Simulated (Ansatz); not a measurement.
A computed series for Al: response to strain

The parent structure is Al in the fcc (Cu type) structure (space group Fm-3m, No. 225; a = 3.9937 Å; relaxed with 0.1 eV smearing). Axes: x, y, z lie along the cube axes.

Strains are applied to the cell and any free atomic positions relax.

Level of theory: DFT with r2SCAN, PAW potentials and a 500 eV plane-wave cutoff in Ansatz (a quantum-chemistry and plane-wave program), scalar-relativistic without spin-orbit coupling.

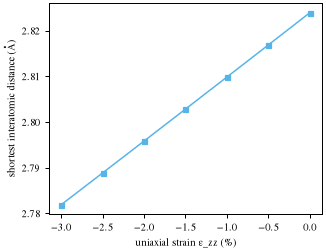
Figure. Shortest interatomic distance against uniaxial strain ε_zz

```tsv
uniaxial strain ε_zz (%)	shortest interatomic distance
-3	2.782 Å
-2.5	2.789 Å
-2	2.796 Å
-1.5	2.803 Å
-1	2.810 Å
-0.5	2.817 Å
```

Whether these cells are dynamically stable was not tested.
